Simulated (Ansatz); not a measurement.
## BN, pressure series

Base system: BN in the h-BN type structure (space group P6_3/mmc, No. 194; a = 2.5006 Å, c = 6.5259 Å; layered, stacked along the Cartesian z axis).

Cell and atoms are relaxed at each pressure.

Computed with Ansatz (a program for electronic structure) r2SCAN+rVV10, no spin-orbit coupling.

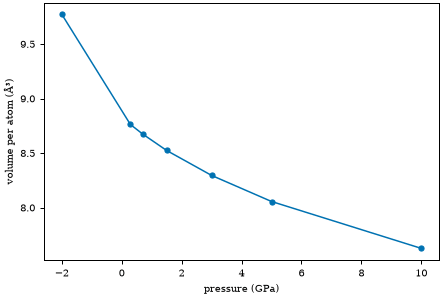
Volume against pressure

Estimate the zero-pressure bulk modulus from the plot.

About 34 GPa; a third-order Birch–Murnaghan fit to the points gives V₀ = 8.84 Å³/atom, B₀ = 34 GPa and B₀′ = 10.0.

Measured bulk modulus of BN: 27.4 GPa (room temperature; as listed in Hermann Muhammad et al., Nanoscale (2024)); the computed value is for a static lattice, so the two differ by thermal effects too.

Load acts through the strain it causes; cell and atoms are relaxed under it. Stability against distortions was not tested. Competing high-pressure phases were not computed.
